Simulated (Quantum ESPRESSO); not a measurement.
System: CsSi4O3.

The calculation's input:

```
&CONTROL
  calculation = 'scf'
  prefix = 'pwscf'
  outdir = './tmp'
  pseudo_dir = './pseudo'
  tprnfor = .true.
  tstress = .true.
  disk_io = 'low'
/
&SYSTEM
  ibrav = 0
  nat = 8
  ntyp = 3
  ecutwfc = 45
  ecutrho = 360
  nbnd = 30
  input_dft = 'XC-000I-000I-150L-130L-000I-000I'
  occupations = 'smearing'
  smearing = 'fd'
  degauss = 0.00367493
/
&ELECTRONS
  conv_thr = 1.6d-09
  electron_maxstep = 120
  mixing_beta = 0.5
/
ATOMIC_SPECIES
Cs   132.9055 cs_lda_v1.uspp.F.UPF
Si    28.0850 si_lda_v1.uspp.F.UPF
O     15.9990 o_lda_v1.2.uspp.F.UPF
CELL_PARAMETERS angstrom
   5.5173296300    0.0000000000    0.0000000000
   0.0000000000    5.5173296300    0.0000000000
   0.0000000000    0.0000000000    5.5173296300
ATOMIC_POSITIONS crystal
Cs     0.5000000000    0.5000000000    0.5000000000
Si     0.5000000000    0.0000000000    0.0000000000
Si     0.0000000000    0.5000000000    0.0000000000
Si     0.0000000000    0.0000000000    0.5000000000
Si     0.0000000000    0.0000000000    0.0000000000
O      0.0000000000    0.5000000000    0.5000000000
O      0.5000000000    0.0000000000    0.5000000000
O      0.5000000000    0.5000000000    0.0000000000
K_POINTS automatic
5 5 5 0 0 0
```

Launched as:

```sh
OMP_NUM_THREADS=1 pw.x -in pw.in > pw.out
OMP_NUM_THREADS=1 pp.x -in pp_density.in > pp_density.out
OMP_NUM_THREADS=1 pp.x -in pp_potential.in > pp_potential.out
OMP_NUM_THREADS=1 pp.x -in pp_potential_ks.in > pp_potential_ks.out
```

Below, planes, directions and counts refer to the conventional cell (a = 5.52 Å, b = 5.52 Å, c = 5.52 Å, α = 90.00°, β = 90.00°, γ = 90.00°).

Space group Pm-3m; a generated structure, not necessarily the stable one; computed pressure about −16 GPa in this cell.

Method: Kohn-Sham DFT of a periodic cell, SOGGA, GBRV 1.5 LDA (Quantum ESPRESSO 7.5).

> What will maps of the valence pseudo-density show?

Cs–O (2.76 Å): ρ is about 0.23 e/Å³ halfway.
Cs–Si (3.90 Å): ρ at the midpoint is about 0.05 e/Å³.

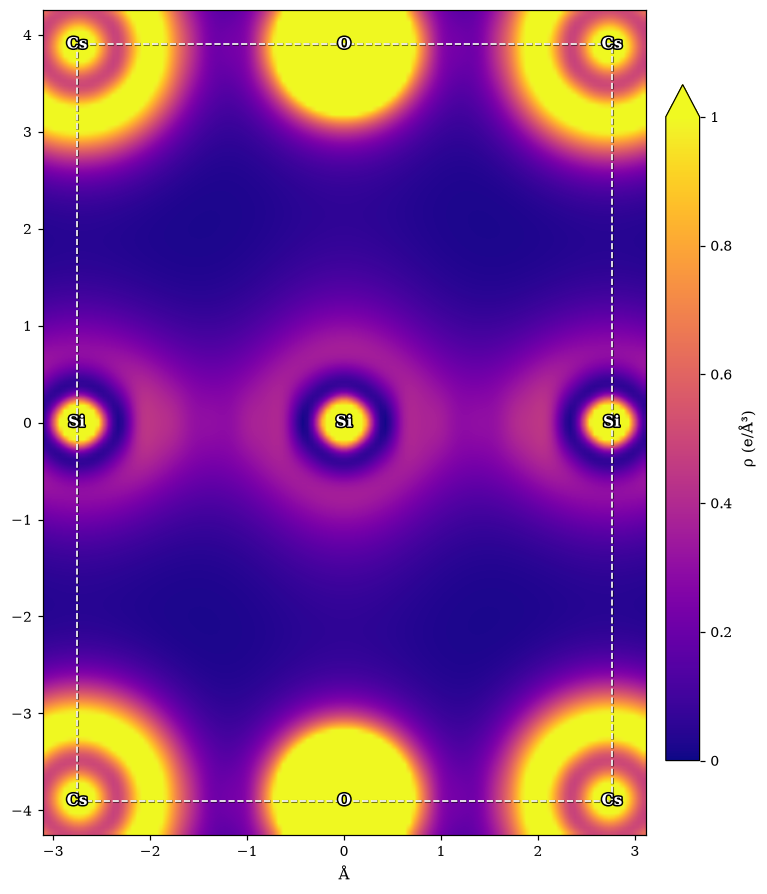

Computed valence pseudo-density on the (011) plane of the conventional cell. 

Core electrons are replaced by pseudopotentials, and the valence fields are smoothed inside the atomic spheres.
